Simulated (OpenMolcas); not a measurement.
# BF₂ (charge +1): single-point calculation

System: BF₂, charge +1.
Method: MP2/STO-3G, RHF (OpenMolcas 26.06).

The geometry is that of the parent species in another charge or spin state. The geometry comes from this level: PBE0-D4/def2-TZVP.

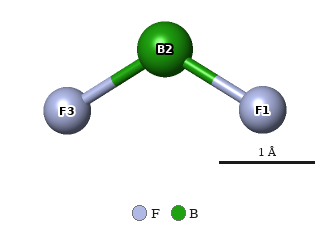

Figure 1. The input geometry (ball-and-stick view, seen at a tilt; atoms are numbered from 1 in the order of the input). Bond lengths as drawn: B–F 1.31 Å.

### The input
```
&GATEWAY
  BasLib=$CurrDir
  Coord=mol.xyz
  Basis=STO-3G
  Group=NoSym

&SEWARD

&SCF
  Charge=1
  Thresholds=1e-10 1e-07 1e-07 1e-05
  PrOrbitals=1 1

&MBPT2
  Frozen=3
```

### File mol.xyz
```
3

F      0.513100    -1.044300     0.160000
B      0.279000     0.240500     0.181300
F     -0.802900     0.738900    -0.354600
```

Command:
```bash
export MOLCAS_MEM=1860
pymolcas mol.input > mol.log
```

### Output
```
--- Start Module: gateway ---

                                              &GATEWAY

                       available to each process: 1.9 GB of memory, 1 thread

 Basis Set     1 Label: F.STO-3G
 Basis set is read from library:.
 basistype.tbl is not found

 Basis Set     2 Label: B.STO-3G
 Basis set is read from library:.
 basistype.tbl is not found

 Basis Set     3 Label: F.STO-3G
 Basis set is read from library:.
 basistype.tbl is not found

++    Symmetry information:
      ---------------------

                    Character Table for C1

                             E
                    a        1  x, y, xy, Rz, z, xz, Ry, yz, Rx, I
--

++    Basis set information:
      ----------------------

      Basis set label: F.STO-3G.........

      Electronic valence basis set:
      ------------------
      Associated Effective Charge   9.000000 au
      Associated Actual Charge      9.000000 au
      Nuclear Model: Point charge

      Shell  nPrim  nBasis  Cartesian Spherical Contaminant
         s       6       2        X
         p       3       1        X

      Basis set label: B.STO-3G.........

      Electronic valence basis set:
      ------------------
      Associated Effective Charge   5.000000 au
      Associated Actual Charge      5.000000 au
      Nuclear Model: Point charge

      Shell  nPrim  nBasis  Cartesian Spherical Contaminant
         s       6       2        X
         p       3       1        X

      Basis set label: F.STO-3G.........

      Electronic valence basis set:
      ------------------
      Associated Effective Charge   9.000000 au
      Associated Actual Charge      9.000000 au
      Nuclear Model: Point charge

      Shell  nPrim  nBasis  Cartesian Spherical Contaminant
         s       6       2        X
         p       3       1        X
--

++    Molecular structure info:
      -------------------------

                    ************************************************
                    **** Cartesian Coordinates / bohr, angstrom ****
                    ************************************************

     Center  Label                x              y              z                     x              y              z
        1      F1               0.969618      -1.973441       0.302356              0.513100      -1.044300       0.160000
        2      B2               0.527234       0.454479       0.342607              0.279000       0.240500       0.181300
        3      F3              -1.517261       1.396319      -0.670097             -0.802900       0.738900      -0.354600

                    ***************************************
                    *    InterNuclear Distances / bohr    *
                    ***************************************

               1 F1            2 B2            3 F3
    1 F1       0.000000
    2 B2       2.468222        0.000000
    3 F3       4.299478        2.468317        0.000000

                    *******************************************
                    *    InterNuclear Distances / angstrom    *
                    *******************************************

               1 F1            2 B2            3 F3
    1 F1       0.000000
    2 B2       1.306127        0.000000
    3 F3       2.275186        1.306177        0.000000

                    **************************************
                    *    Valence Bond Angles / degree    *
                    **************************************
                          Atom centers                 Phi
                      1 F1       2 B2       3 F3       121.14
--

            Nuclear Potential Energy             55.30228428 au

--- Stop Module: gateway /rc=_RC_ALL_IS_WELL_ ---

--- Start Module: seward ---

                                              &SEWARD

                       available to each process: 1.9 GB of memory, 1 thread

               SEWARD will generate:
                  Multipole Moment integrals up to order  2
                  Kinetic Energy integrals
                  Nuclear Attraction integrals (point charge)
                  One-Electron Hamiltonian integrals
                  Velocity integrals
                  Orbital angular momentum around ( -0.0939  -0.1216  -0.0656 )
                  Velocity quadrupole around ( -0.0939  -0.1216  -0.0656 )
                  Two-Electron Repulsion integrals

                   Integrals are discarded if absolute value <: 1.00E-14
                   Integral cutoff threshold is set to       <: 1.00E-16

            Nuclear Potential Energy             55.30228428 au

      Basis set specifications :
      Symmetry species         a
      Basis functions           15

--- Stop Module: seward /rc=_RC_ALL_IS_WELL_ ---

--- Start Module: scf ---

                                                &SCF

                       available to each process: 1.9 GB of memory, 1 thread

++    Input section:
      --------------

      Header of the integral files:

      Cartesian coordinates in angstrom:
      -----------------------------------------------------
      No.  Label        X            Y            Z
      -----------------------------------------------------
       1   F1         0.51310000  -1.04430000   0.16000000
       2   B2         0.27900000   0.24050000   0.18130000
       3   F3        -0.80290000   0.73890000  -0.35460000
      -----------------------------------------------------
      Nuclear repulsion energy =   55.30228428
--

++    Orbital specifications:
      -----------------------

      Symmetry species               1
                                     a
      Frozen orbitals                0
      Aufbau                        11
      Start temperature = 0.500
      End temperature   = 0.010
      Temperature Factor= 0.460
      Deleted orbitals               0
      Total number of orbitals      15
      Number of basis functions     15
--

      Molecular charge                           1.000

++    Optimization specifications:
      ----------------------------

      SCF Algorithm: Conventional
      Minimized density differences are used
      Number of density matrices in core                 5
      Maximum number of NDDO SCF iterations            400
      Maximum number of HF SCF iterations              400
      Threshold for SCF energy change             1.00E-10
      Threshold for density matrix                1.00E-07
      Threshold for Fock matrix                   1.00E-07
      Threshold for linear dependence             1.00E-09
      Threshold at which DIIS is turned on        1.50E-01
      Maximum depth in the DIIS procedure                5
      Maximum depth in the BFGS Hessian update          30
      Threshold at which QNR/C2DIIS is turned on  7.50E-02
      Threshold for Norm(delta) (QNR/C2DIIS)      1.00E-05
      All orbitals punched on: SCFORB
--

      Input vectors read from INPORB
      Orbital file label: *Guess orbitals

++ Convergence information
                                   SCF        iterations: Energy and convergence statistics

Iter     Tot. SCF        One-elec.       Two-elec.     Energy      Max Dij or  Max Fij      DNorm      TNorm      AccCon     Time
         Energy          Energy          Energy        Change      Delta Norm                                                in Sec.
   1  -216.087698531  -403.325270249   131.935287433   0.00E+00    6.90E-02*   1.69E-01*    7.27E+00   4.70E+01   None         0.
   2  -219.225180992  -411.854101999   137.326636722  -3.14E+00*   4.53E-01*   2.37E-01*    3.44E+00   4.79E+01   EDIIS        0.
   3  -219.731893425  -408.106176099   133.071998389  -5.07E-01*   1.76E-01*   9.14E-02*    2.00E+00   4.72E+01   EDIIS        0.
   4  -220.155778421  -411.434985935   135.976923229  -4.24E-01*   2.72E-01*   1.07E-01*    9.13E-01   4.77E+01   EDIIS        0.
   5  -220.200585529  -409.345105216   133.842235402  -4.48E-02*   1.24E-01*   5.65E-02*    3.04E-01   4.74E+01   EDIIS        0.
   6  -220.210927579  -410.333936057   134.820724193  -1.03E-02*   6.22E-02*   2.47E-02*    1.24E-01   4.75E+01   EDIIS        0.
   7  -220.213163833  -409.857894272   134.342446154  -2.24E-03*   2.86E-02*   1.26E-02*    1.68E-02   4.74E+01   EDIIS        0.

       Fermi aufbau procedure completed!
      nOcc=   11

   8  -220.213672314  -410.076070462   134.560113864  -5.08E-04*   2.76E-03*   3.78E-03*    3.82E-03   4.75E+01   c2DIIS       0.
   9  -220.213810773  -410.004196360   134.488101302  -1.38E-04*   1.22E-03*   6.98E-04*    5.38E-04   4.75E+01   QNRc2DIIS    0.
  10  -220.213814937  -410.003652389   134.487553168  -4.16E-06*   1.23E-03*   3.41E-04*    9.59E-05   4.75E+01   QNRc2DIIS    0.
  11  -220.213816333  -410.002148000   134.486047382  -1.40E-06*   3.74E-05*   3.46E-05*    7.37E-05   4.75E+01   QNRc2DIIS    0.
  12  -220.213816338  -410.002477467   134.486376844  -4.56E-09*   3.45E-05*   9.92E-06*    6.36E-05   4.75E+01   QNRc2DIIS    0.
  13  -220.213816339  -410.002463729   134.486363105  -1.20E-09*   4.44E-06    1.47E-06*    3.35E-03   4.75E+01   QNRc2DIIS    0.
  14  -220.213816339  -410.002454790   134.486354166  -2.13E-11    4.12E-07    2.60E-07*    5.14E-04   4.75E+01   QNRc2DIIS    0.
  15  -220.213816339  -410.002455712   134.486355088  -3.41E-13    1.50E-07    7.67E-08     5.89E-03   4.75E+01   QNRc2DIIS    0.

       Convergence after  15 Iterations
--

 *****************************************************************************************************************************
 *                                             SCF/KS-DFT Program, Final results                                             *
 *                                                       Final Results                                                       *
 *****************************************************************************************************************************

::    Total SCF energy                               -220.2138163390
      One-electron energy                            -410.0024557121
      Two-electron energy                             134.4863550884
      Nuclear repulsion energy                         55.3022842846
      Kinetic energy (interpolated)                   216.1438367758
      Virial theorem                                    1.0188299589
      Total spin, S(S+1)                                0.0000000000
      Total spin, S                                     0.0000000000
      Max non-diagonal density matrix element           0.0000001736
      Max non-diagonal Fock matrix element              0.0000000301

      All orbitals with orbital energies smaller than  E(LUMO)+0.5 are printed

++    Molecular orbitals:
      -------------------

      Title: SCF orbitals

      Molecular orbitals for symmetry species 1: a

          Orbital            1         2         3         4         5         6         7         8         9        10
          Energy          -26.4662  -26.4661   -8.0249   -1.9458   -1.9142   -1.0560   -0.9783   -0.9694   -0.9417   -0.8766
          Occ. No.          2.0000    2.0000    2.0000    2.0000    2.0000    2.0000    2.0000    2.0000    2.0000    2.0000

          Orbital           11        12        13
          Energy           -0.8757   -0.2466   -0.0962
          Occ. No.          2.0000    0.0000    0.0000

--

++    Molecular charges:
      ------------------

      Mulliken charges per centre and basis function type
      ---------------------------------------------------

                F1      B2      F3
      1s       3.9435  2.6993  3.9435
      2px      1.8216  0.4347  1.5044
      2pz      1.7995  0.3943  1.7180
      2py      1.4283  0.4857  1.8270
      Total    8.9930  4.0140  8.9930

      N-E      0.0070  0.9860  0.0070

      Total electronic charge=   22.000000

      Total            charge=    1.000000
--

++    Molecular properties:
      ---------------------

      Charge (e):
                      =    1.0000
      Dipole Moment (debye):
      Origin of the operator (angstrom)=   -0.0497   -0.0644   -0.0347
                   X=  2.1202E+00               Y=  1.9666E+00               Z=  1.3935E+00           Total=  3.2101E+00
      Center of Charge (angstrom)
                     X=    0.39174756               Y=    0.34506747               Z=    0.25539943
      Quadrupole Moment (debye*angstrom):
      Origin of the operator (angstrom)=   -0.0497   -0.0644   -0.0347
                  XX= -1.0134E+01              XY=  1.3174E+00              XZ=  4.2656E-01              YY= -1.0569E+01
                  YZ=  7.3051E-01              ZZ= -1.0311E+01
      In traceless form (debye*angstrom)
                  XX=  3.0661E-01              XY=  1.9761E+00              XZ=  6.3984E-01              YY= -3.4671E-01
                  YZ=  1.0958E+00              ZZ=  4.0097E-02
--

--- Stop Module: scf /rc=_RC_ALL_IS_WELL_ ---

--- Start Module: mbpt2 ---

                                               &MBPT2

                       available to each process: 1.9 GB of memory, 1 thread

WARNING!
Default frozen orbitals as non valence orbitals is overwritten by user input.
Default values:   3

      Cartesian coordinates in angstrom:
      -----------------------------------------------------
      No.  Label        X            Y            Z
      -----------------------------------------------------
       1   F1         0.51310000  -1.04430000   0.16000000
       2   B2         0.27900000   0.24050000   0.18130000
       3   F3        -0.80290000   0.73890000  -0.35460000
      -----------------------------------------------------
      Nuclear repulsion energy =   55.30228428

      Contents of RUNFILE file:
      -------------------------

      Symmetry species                           1
                                                 a
      Number of basis functions                 15
      Frozen occupied orbitals                   3
      Active occupied orbitals                   8
      Active external orbitals                   4
      Deleted external orbitals                  0

      Reference numbers of frozen occupied orbitals according to the original input sequence
      symmetry species 1                        1  2  3

      Energies of the active occupied orbitals

      symmetry species 1                    -1.945754     -1.914202     -1.055995     -0.978282     -0.969425
                                            -0.941731     -0.876610     -0.875714

      Energies of the active external orbitals

      symmetry species 1                    -0.246646     -0.096175      0.301360      0.368749

      ********************************************************************************************************
      *                                               Results                                                *
      ********************************************************************************************************

 Conventional algorithm used...

       SCF energy                           =     -220.2138163390 a.u.
       Second-order correlation energy      =       -0.1182851426 a.u.

       Total energy                         =     -220.3321014817 a.u.
       Reference weight ( Cref**2 )         =        0.94346

::    Total MBPT2 energy                             -220.3321014817

       Zeroth-order energy (E0)             =      -85.7274612506 a.u.

       Shanks-type energy S1(E)             =     -220.3322056089 a.u.

       Data processing and timing information:

       Section                                              time(sec)
                                                          CPU  Elapsed

      Input data processing                              0.02      0.02
      Transformation of integrals                        0.00      0.00
      MBPT2 calculations (BJAI)                          0.00      0.00
      Total MBPT2 calculations                           0.02      0.02

--- Stop Module: mbpt2 /rc=_RC_ALL_IS_WELL_ ---

.##################.
.# Happy landing! #.
.##################.

    Timing: Wall=0.90 User=0.64 System=0.25
```

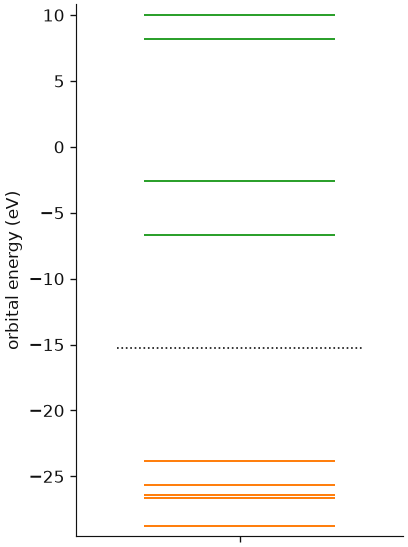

Figure 2. Orbital energies near the frontier (SCF reference); the dotted line parts filled from empty levels, and levels within 0.02 eV of each other stand side by side. Highest filled −23.83 eV, lowest empty −6.71 eV, 17.12 eV apart.

### Key numbers

- outcome: converged
- total energy: −220.332101 hartree
- SCF energy: −220.213816 hartree
- MP2 energy: −220.332101 hartree
- correlation energy: −0.118285 hartree
- basis functions: 15
- HOMO of the SCF reference: −23.83 eV
- LUMO of the SCF reference: −6.71 eV
- hardware: 1 thread of Intel Xeon (Granite Rapids), 64 GiB of memory available, shared host
- wall time: 1.1 s
- peak memory: 0.37 GiB
